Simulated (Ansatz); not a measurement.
## Nudged elastic band, with input and output: Si2H6

The run: nudged elastic band of Si2H6. Method and program: RKS PBE/def2-SVP (Ansatz 0.2.0).

It belongs to a series of runs on one base structure; here: band between the two ends. Figures and captions count atoms from 1; the log counts them from 0 in places.

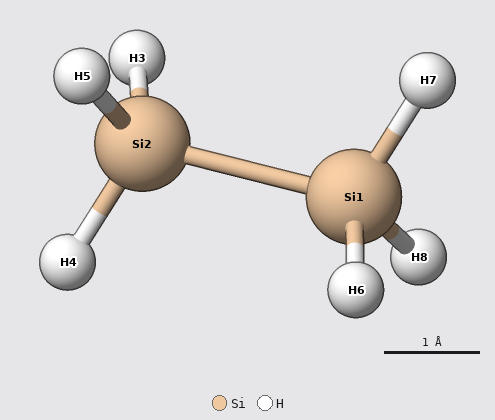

Figure 1. The input geometry (ball-and-stick view, seen at a tilt; atoms are numbered from 1 in the order of the input). Bond lengths as drawn: H–Si 1.51 Å and Si–Si 2.36 Å.

The input:
```yaml
crystal:
  periodic: [false, false, false]
  atoms:
    - { symbol: Si, position_ang: [0.352496, 0.012476, -0.041347] }
    - { symbol: Si, position_ang: [1.019276, -0.013912, 2.217294] }
    - { symbol: H, position_ang: [-0.153783, -0.281837, 3.121787] }
    - { symbol: H, position_ang: [2.050544, -1.088743, 2.43578] }
    - { symbol: H, position_ang: [1.621884, 1.314179, 2.590653] }
    - { symbol: H, position_ang: [1.560348, 0.183072, -0.923515] }
    - { symbol: H, position_ang: [-0.596482, 1.152139, -0.299832] }
    - { symbol: H, position_ang: [-0.332083, -1.277374, -0.406922] }
basis:
  gaussian: { orbitals: def2-SVP }
hamiltonian:
  xc: pbe
neb:
  order_check: false
  images: 9
  f_tol: 0.05
  max_iterations: 60
  final_atoms:
    - { symbol: Si, position_ang: [0.35407845, 0.01056486, -0.04673123] }
    - { symbol: Si, position_ang: [1.02319707, -0.01005532, 2.22118133] }
    - { symbol: H, position_ang: [0.29314606, -1.08744166, 2.9789922] }
    - { symbol: H, position_ang: [2.5023343, -0.27300744, 2.32485421] }
    - { symbol: H, position_ang: [0.72791023, 1.31513148, 2.87280461] }
    - { symbol: H, position_ang: [1.3534288, -0.73422485, -0.89163437] }
    - { symbol: H, position_ang: [0.25946979, 1.42473917, -0.55550797] }
    - { symbol: H, position_ang: [-0.99136469, -0.64570623, -0.21006078] }
  initial_path:
    images:
      - { positions_ang: [[0.352496, 0.012476, -0.041347], [1.019276, -0.013912, 2.217294], [-0.153783, -0.281837, 3.121787], [2.050544, -1.088743, 2.43578], [1.621884, 1.314179, 2.590653], [1.560348, 0.183072, -0.923515], [-0.596482, 1.152139, -0.299832], [-0.332083, -1.277374, -0.406922]] }
      - { positions_ang: [[0.28357233, 0.01150575, -0.03406509], [1.07598609, -0.01245913, 2.18170152], [-0.12609197, -0.30891218, 3.00026344], [2.10227268, -1.0600235, 2.45406058], [1.61831659, 1.31772268, 2.58021573], [1.5815115, 0.1479826, -0.72444007], [-0.61252262, 1.16217091, -0.33736921], [-0.4008446, -1.25798714, -0.4264689]] }
      - { positions_ang: [[0.21464865, 0.01053549, -0.02678318], [1.13269617, -0.01100625, 2.14610904], [-0.09840093, -0.33598735, 2.87873987], [2.15400137, -1.03130399, 2.47234117], [1.61474917, 1.32126635, 2.56977845], [1.602675, 0.11289321, -0.52536513], [-0.62856324, 1.17220282, -0.37490642], [-0.46960619, -1.23860027, -0.44601581]] }
      - { positions_ang: [[0.14572498, 0.00956524, -0.01950127], [1.18940626, -0.00955338, 2.11051656], [-0.0707099, -0.36306253, 2.75721631], [2.20573005, -1.00258449, 2.49062175], [1.61118176, 1.32481003, 2.55934118], [1.6238385, 0.07780381, -0.3262902], [-0.64460386, 1.18223473, -0.41244363], [-0.53836779, -1.21921341, -0.46556271]] }
      - { positions_ang: [[0.0768013, 0.00859498, -0.01221936], [1.24611635, -0.00810051, 2.07492408], [-0.04301887, -0.39013771, 2.63569275], [2.25745873, -0.97386499, 2.50890234], [1.60761434, 1.32835371, 2.54890391], [1.645002, 0.04271441, -0.12721527], [-0.66064447, 1.19226664, -0.44998084], [-0.60712939, -1.19982654, -0.48510961]] }
      - { positions_ang: [[0.00787763, 0.00762473, -0.00493745], [1.30282644, -0.00664764, 2.0393316], [-0.01532783, -0.41721288, 2.51416918], [2.30918741, -0.94514548, 2.52718292], [1.60404693, 1.33189738, 2.53846663], [1.6661655, 0.00762501, 0.07185967], [-0.67668509, 1.20229855, -0.48751804], [-0.67589098, -1.18043968, -0.50465651]] }
      - { positions_ang: [[0.07711779, 0.00821276, -0.01329621], [1.24690056, -0.00732917, 2.07570155], [0.04636695, -0.55125864, 2.60713379], [2.34781679, -0.81071788, 2.48671718], [1.42881959, 1.3285442, 2.60533423], [1.60361816, -0.14074496, -0.12083914], [-0.48945412, 1.24678668, -0.50111603], [-0.73898572, -1.07349299, -0.44573737]] }
      - { positions_ang: [[0.14635795, 0.00880078, -0.02165496], [1.19097469, -0.00801071, 2.1120715], [0.10806172, -0.68530439, 2.70009839], [2.38644617, -0.67629027, 2.44625144], [1.25359225, 1.32519102, 2.67220182], [1.54107082, -0.28911493, -0.31353795], [-0.30222314, 1.2912748, -0.51471401], [-0.80208047, -0.9665463, -0.38681822]] }
      - { positions_ang: [[0.21559812, 0.00938881, -0.03001372], [1.13504882, -0.00869225, 2.14844144], [0.1697565, -0.81935015, 2.79306299], [2.42507554, -0.54186266, 2.4057857], [1.07836491, 1.32183784, 2.73906942], [1.47852348, -0.43748491, -0.50623676], [-0.11499216, 1.33576292, -0.528312], [-0.86517521, -0.85959961, -0.32789907]] }
      - { positions_ang: [[0.28483828, 0.00997684, -0.03837248], [1.07912294, -0.00937378, 2.18481139], [0.23145128, -0.95339591, 2.8860276], [2.46370492, -0.40743505, 2.36531995], [0.90313757, 1.31848466, 2.80593701], [1.41597614, -0.58585488, -0.69893556], [0.07223882, 1.38025104, -0.54190998], [-0.92826995, -0.75265292, -0.26897993]] }
      - { positions_ang: [[0.35407845, 0.01056486, -0.04673123], [1.02319707, -0.01005532, 2.22118133], [0.29314606, -1.08744166, 2.9789922], [2.5023343, -0.27300744, 2.32485421], [0.72791023, 1.31513148, 2.87280461], [1.3534288, -0.73422485, -0.89163437], [0.25946979, 1.42473917, -0.55550797], [-0.99136469, -0.64570623, -0.21006078]] }
```

Machine: 1 thread of AMD EPYC (Zen 3), 192 GiB of memory available, shared host.

Launch command:
```bash
ansatz run input.yaml --threads 1 --pin off --max-ram 2048MiB --backend cpu --events-out ev --progress --plain --runs-dir out
```

What the program printed:
```
Engine: ansatz 0.2.0, x86_64-unknown-linux-gnu
Functional definition: PBE
  parameter kappa = 0.804
  parameter beta = 0.06672455060314922
  exchange = pbe_x(kappa = kappa, mu = beta*pi^2/3)
  correlation = pbe_c(beta = beta)
740 factors; their error is unknown
mean field evaluation 1: about -15838.0198 eV, gradient 1.4e1 eV
mean field evaluation 2: about -15838.7766 eV, gradient 5.4e0 eV
mean field evaluation 4: about -15838.9104 eV, gradient 8.1e-2 eV
mean field evaluation 8: about -15838.8429 eV, gradient 2.7e-3 eV
mean field -15838.84287225 eV, -582.0667396018 hartree, gradient 1.4e-5 eV, S^2 0.000000; 0 other end points of the search recorded, 0 dependent functions left out
the calculation of the forces begins
reference -15838.84290592 eV, -582.0667408394 hartree; 17, 17 occupied and 49, 49 virtual orbitals, 740 factors
740 factors; their error is unknown
mean field evaluation 16: about -15838.8824 eV, gradient 1.5e-1 eV
mean field -15838.81415339 eV, -582.0656842032 hartree, gradient 1.6e-5 eV, S^2 0.000000; 0 other end points of the search recorded, 0 dependent functions left out
[... from here on the field's lines of each further geometry are left out, up to the last ...]
NEB iter   1: max|band force component| = 2.718e0 eV/Å  barrier→ = 2.9043 eV  barrier← = 2.8756 eV  Δτ_max = 0.2000 Å  (238 SCF iters)
NEB iter   2: max|band force component| = 1.955e0 eV/Å  barrier→ = 1.5279 eV  barrier← = 1.4992 eV  Δτ_max = 0.2000 Å  (216 SCF iters)
NEB iter   3: max|band force component| = 1.858e0 eV/Å  barrier→ = 0.9171 eV  barrier← = 0.8884 eV  Δτ_max = 0.1979 Å  (211 SCF iters)
NEB iter   4: max|band force component| = 9.603e-1 eV/Å  barrier→ = 0.3499 eV  barrier← = 0.3212 eV  Δτ_max = 0.1971 Å  (212 SCF iters)
NEB iter   5: max|band force component| = 5.089e-1 eV/Å  barrier→ = 0.1240 eV  barrier← = 0.0953 eV  Δτ_max = 0.1971 Å  (210 SCF iters)
NEB iter   6: max|band force component| = 1.812e-1 eV/Å  barrier→ = 0.0494 eV  barrier← = 0.0206 eV  CI = image 5  Δτ_max = 0.1086 Å  (208 SCF iters)
NEB iter   7: max|band force component| = 9.905e-2 eV/Å  barrier→ = 0.0423 eV  barrier← = 0.0136 eV  CI = image 7  Δτ_max = 0.0406 Å  (208 SCF iters)
the calculation of the forces begins
reference -15838.80783457 eV, -582.0654519911 hartree; 17, 17 occupied and 49, 49 virtual orbitals, 740 factors
740 factors; their error is unknown
mean field -15838.80276748 eV, -582.0652657788 hartree, gradient 8.0e-6 eV, S^2 0.000000; 1 other end points of the search recorded, 0 dependent functions left out
the calculation of the forces begins
reference -15838.80280106 eV, -582.0652670127 hartree; 17, 17 occupied and 49, 49 virtual orbitals, 740 factors
NEB iter   8: max|band force component| = 2.717e-2 eV/Å  barrier→ = 0.0401 eV  barrier← = 0.0114 eV  CI = image 7  Δτ_max = 0.0000 Å  (387 SCF iters)
```

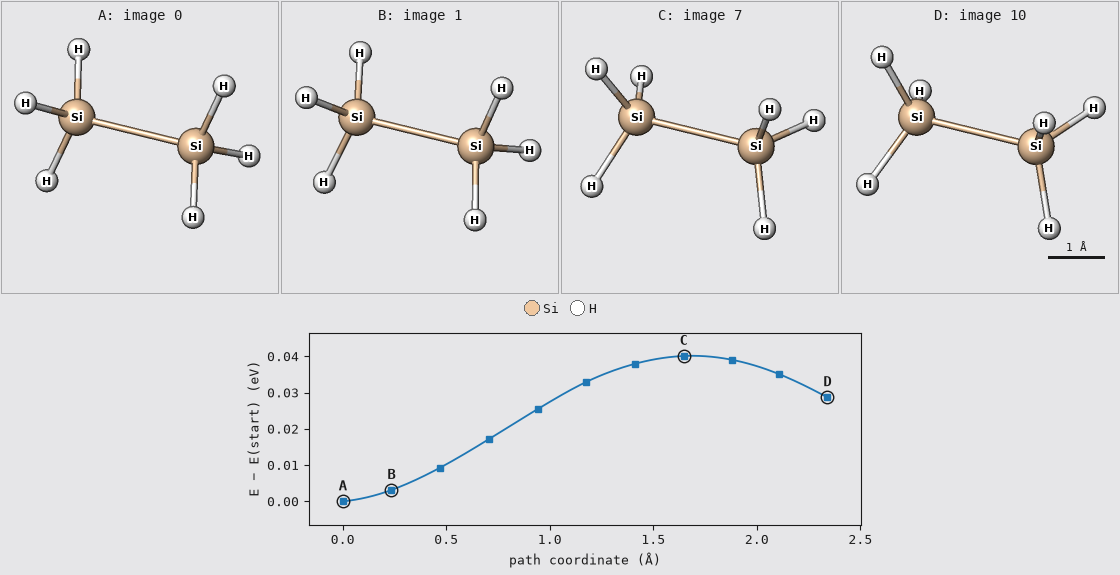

Figure 2. Images of the last band (counted from 0; ball-and-stick, seen at a tilt) above the energy along the path; the line is a cubic interpolation that uses the forces. The highest image is number 7, 0.040 eV above the start and 0.011 eV above the end (the climbing image); the end lies 0.029 eV above the start. The path is 2.34 Å long. The band converged in 8 iterations.

```
Total energy: -15838.80280106 eV, -582.0652670127 hartree
Atom 0 at     0.359351     0.003171    -0.048115 Å, force    -0.023874     0.012709    -0.008842 eV/Å
Atom 1 at     1.024135    -0.004833     2.221205 Å, force     0.013250     0.020494     0.005761 eV/Å
Atom 2 at     0.104760    -0.873153     3.036126 Å, force    -0.011514    -0.011399     0.011246 eV/Å
Atom 3 at     2.426712    -0.532756     2.363438 Å, force     0.002634    -0.003770    -0.002027 eV/Å
Atom 4 at     0.983210     1.390555     2.786006 Å, force     0.001650    -0.004328    -0.000697 eV/Å
Atom 5 at     1.472884    -0.488396    -0.932560 Å, force     0.015548    -0.003270    -0.005934 eV/Å
Atom 6 at    -0.013581     1.396096    -0.482947 Å, force     0.003464    -0.007033     0.001720 eV/Å
Atom 7 at    -0.835272    -0.890684    -0.249257 Å, force    -0.001158    -0.003403    -0.001229 eV/Å
Dipole moment:     0.001394    -0.000963     0.000123 e Å
this run last wrote the band of iteration 8 to [file]
```

The last band as extended XYZ (Å, eV, eV/Å):
```
8
Properties=species:S:1:pos:R:3:forces:R:3 image=0 energy=-15838.84287
Si    0.3525    0.0125   -0.0413    0.0063   0.0010   0.0149
Si    1.0193   -0.0139    2.2173    0.0001   0.0000  -0.0154
H    -0.1538   -0.2818    3.1218   -0.0088   0.0024  -0.0031
H     2.0505   -1.0887    2.4358    0.0022  -0.0049   0.0075
H     1.6219    1.3142    2.5907    0.0061   0.0030   0.0070
H     1.5603    0.1831   -0.9235    0.0012   0.0035  -0.0132
H    -0.5965    1.1521   -0.2998   -0.0065   0.0013   0.0023
H    -0.3321   -1.2774   -0.4069   -0.0006  -0.0063   0.0000
8
Properties=species:S:1:pos:R:3:forces:R:3 image=1 energy=-15838.83973
Si    0.3575    0.0124   -0.0430   -0.0024  -0.0017   0.0021
Si    1.0233   -0.0112    2.2165    0.0005  -0.0018  -0.0019
H    -0.1405   -0.3731    3.1006   -0.0036   0.0081   0.0015
H     2.1188   -1.0225    2.4274   -0.0048  -0.0064   0.0023
H     1.5352    1.3438    2.6273    0.0084  -0.0002  -0.0030
H     1.5618    0.0861   -0.9436    0.0025   0.0091  -0.0006
H    -0.5215    1.2034   -0.3182   -0.0074  -0.0030   0.0023
H    -0.4125   -1.2389   -0.3729    0.0069  -0.0041  -0.0027
8
Properties=species:S:1:pos:R:3:forces:R:3 image=2 energy=-15838.83356
Si    0.3585    0.0097   -0.0441   -0.0009  -0.0023  -0.0020
Si    1.0227   -0.0084    2.2175   -0.0027  -0.0031   0.0008
H    -0.1157   -0.4612    3.0928   -0.0038   0.0118   0.0023
H     2.1820   -0.9487    2.4147   -0.0061  -0.0096   0.0032
H     1.4433    1.3699    2.6536    0.0129  -0.0001  -0.0043
H     1.5643   -0.0136   -0.9456    0.0007   0.0132   0.0002
H    -0.4422    1.2485   -0.3462   -0.0108  -0.0048   0.0029
H    -0.4907   -1.1960   -0.3489    0.0107  -0.0052  -0.0031
8
Properties=species:S:1:pos:R:3:forces:R:3 image=3 energy=-15838.82571
Si    0.3578    0.0049   -0.0452    0.0054   0.0001  -0.0063
Si    1.0215   -0.0057    2.2192   -0.0045  -0.0009   0.0046
H    -0.0819   -0.5454    3.0905   -0.0022   0.0148  -0.0042
H     2.2415   -0.8683    2.4038   -0.0060  -0.0136   0.0031
H     1.3506    1.3909    2.6757    0.0133  -0.0015  -0.0048
H     1.5602   -0.1142   -0.9443   -0.0029   0.0143   0.0039
H    -0.3602    1.2862   -0.3759   -0.0141  -0.0041   0.0039
H    -0.5673   -1.1484   -0.3299    0.0111  -0.0091  -0.0004
8
Properties=species:S:1:pos:R:3:forces:R:3 image=4 energy=-15838.81743
Si    0.3567   -0.0010   -0.0464    0.0085   0.0027   0.0010
Si    1.0218   -0.0022    2.2213    0.0029   0.0062  -0.0096
H    -0.0413   -0.6242    3.0874   -0.0067   0.0118  -0.0034
H     2.2971   -0.7837    2.3954   -0.0104  -0.0114   0.0020
H     1.2585    1.4076    2.6949    0.0128  -0.0054  -0.0018
H     1.5471   -0.2170   -0.9435   -0.0012   0.0127   0.0056
H    -0.2759    1.3171   -0.4063   -0.0144  -0.0054   0.0050
H    -0.6419   -1.0966   -0.3088    0.0085  -0.0113   0.0012
8
Properties=species:S:1:pos:R:3:forces:R:3 image=5 energy=-15838.80992
Si    0.3540   -0.0081   -0.0471    0.0181   0.0076   0.0166
Si    1.0245    0.0013    2.2232   -0.0144   0.0001  -0.0271
H     0.0055   -0.6995    3.0849    0.0175   0.0236  -0.0171
H     2.3505   -0.6952    2.3846   -0.0203  -0.0054   0.0055
H     1.1684    1.4200    2.7082    0.0115  -0.0132   0.0098
H     1.5260   -0.3201   -0.9409   -0.0111   0.0104   0.0093
H    -0.1909    1.3420   -0.4337   -0.0100  -0.0152   0.0029
H    -0.7158   -1.0404   -0.2853    0.0086  -0.0079  -0.0001
8
Properties=species:S:1:pos:R:3:forces:R:3 image=6 energy=-15838.80492
Si    0.3563   -0.0033   -0.0479    0.0029   0.0092   0.0025
Si    1.0253   -0.0024    2.2224    0.0005   0.0084  -0.0129
H     0.0555   -0.7888    3.0643   -0.0012   0.0092  -0.0057
H     2.3926   -0.6143    2.3749   -0.0048  -0.0067  -0.0011
H     1.0754    1.4090    2.7448    0.0071  -0.0068   0.0070
H     1.4993   -0.4045   -0.9425    0.0020   0.0066   0.0092
H    -0.1038    1.3720   -0.4549   -0.0051  -0.0104   0.0011
H    -0.7783   -0.9678   -0.2673   -0.0013  -0.0095  -0.0001
8
Properties=species:S:1:pos:R:3:forces:R:3 image=7 energy=-15838.80277
Si    0.3594    0.0032   -0.0481   -0.0239   0.0127  -0.0088
Si    1.0241   -0.0048    2.2212    0.0132   0.0205   0.0058
H     0.1048   -0.8732    3.0361   -0.0115  -0.0114   0.0112
H     2.4267   -0.5328    2.3634    0.0026  -0.0038  -0.0020
H     0.9832    1.3906    2.7860    0.0016  -0.0043  -0.0007
H     1.4729   -0.4884   -0.9326    0.0155  -0.0033  -0.0059
H    -0.0136    1.3961   -0.4829    0.0035  -0.0070   0.0017
H    -0.8353   -0.8907   -0.2493   -0.0012  -0.0034  -0.0012
8
Properties=species:S:1:pos:R:3:forces:R:3 image=8 energy=-15838.80379
Si    0.3569    0.0068   -0.0484   -0.0207   0.0084   0.0062
Si    1.0254   -0.0073    2.2213    0.0044   0.0070  -0.0011
H     0.1655   -0.9513    3.0185    0.0009  -0.0059   0.0014
H     2.4592   -0.4482    2.3484    0.0033   0.0015  -0.0013
H     0.8989    1.3695    2.8181   -0.0063  -0.0041  -0.0015
H     1.4356   -0.5710   -0.9242    0.0098  -0.0069  -0.0039
H     0.0740    1.4133   -0.5060    0.0083  -0.0045  -0.0011
H    -0.8934   -0.8118   -0.2339    0.0004   0.0046   0.0012
8
Properties=species:S:1:pos:R:3:forces:R:3 image=9 energy=-15838.80780
Si    0.3546    0.0066   -0.0471   -0.0061   0.0042   0.0058
Si    1.0272   -0.0077    2.2202    0.0006   0.0039  -0.0041
H     0.2308   -1.0194    3.0003    0.0052  -0.0090  -0.0001
H     2.4866   -0.3583    2.3371    0.0034   0.0079  -0.0012
H     0.8128    1.3473    2.8408   -0.0087  -0.0031   0.0035
H     1.3932   -0.6555   -0.9124    0.0003  -0.0105  -0.0006
H     0.1631    1.4198   -0.5300    0.0100  -0.0005  -0.0040
H    -0.9461   -0.7329   -0.2151   -0.0047   0.0071   0.0006
8
Properties=species:S:1:pos:R:3:forces:R:3 image=10 energy=-15838.81415
Si    0.3541    0.0106   -0.0467    0.0032   0.0011   0.0132
Si    1.0232   -0.0101    2.2212   -0.0027  -0.0001  -0.0116
H     0.2931   -1.0874    2.9790    0.0114  -0.0038  -0.0073
H     2.5023   -0.2730    2.3249   -0.0014   0.0133   0.0036
H     0.7279    1.3151    2.8728   -0.0117  -0.0094  -0.0005
H     1.3534   -0.7342   -0.8916   -0.0094  -0.0096  -0.0007
H     0.2595    1.4247   -0.5555    0.0126  -0.0043  -0.0021
H    -0.9914   -0.6457   -0.2101   -0.0020   0.0128   0.0052
```

Summary:

| quantity | value |
| --- | --- |
| outcome | converged |
| barrier, forward | 0.040 eV |
| barrier, backward | 0.011 eV |
| wall time | 100 s |
| peak memory | 0.13 GiB |

The order of the saddle point was not checked.
